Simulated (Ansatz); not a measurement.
As (A7 type, space group R-3m)

```xyz
2
Lattice="1.8920 1.0924 3.3688 -1.8920 1.0924 3.3688 0.0000 -2.1847 3.3688" Properties=species:S:1:pos:R:3 pbc="T T T"
As     0.0000     0.0000     2.3277
As     0.0000     0.0000     7.7788
```

In this cell atom 2 (As, nearest neighbour As at 2.535 Å; its periodic images, 3.8 Å or more away, move with it) is moved by s along Cartesian [110], unit vector (0.707, 0.707, 0.000); all other atoms and the cell stay fixed.

All values below come from PBE-D3(BJ) (plane waves to 420 eV, PAW, scalar-relativistic; Ansatz, a quantum-chemistry and plane-wave program). k mesh 9×9×9 (Γ-centred), Fermi-Dirac smearing 0.05 eV. The energy includes the smearing's −TS. With partly filled bands, energies and forces of such displacements shift with the k mesh and the smearing. As was relaxed with its symmetry unable to fall. The PAW data are Ansatz's earlier set. ΔE is measured from the undisplaced structure.

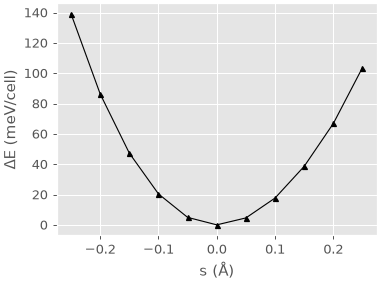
Figure: ΔE (meV/cell) against s (Å); computed points joined by lines.

Question: Is the energy the same for displacements of ±0.250 Å, and if not, which side lies higher?

Answer: Not even: the negative side lies higher at ±0.250 Å.

Question: What is the energy change at s = 0.250 Å?

Answer: About 100 meV/cell.

(For displaced atoms, the force is minus the slope of the energy, and its curvature is a force constant, which sets phonon frequencies.)
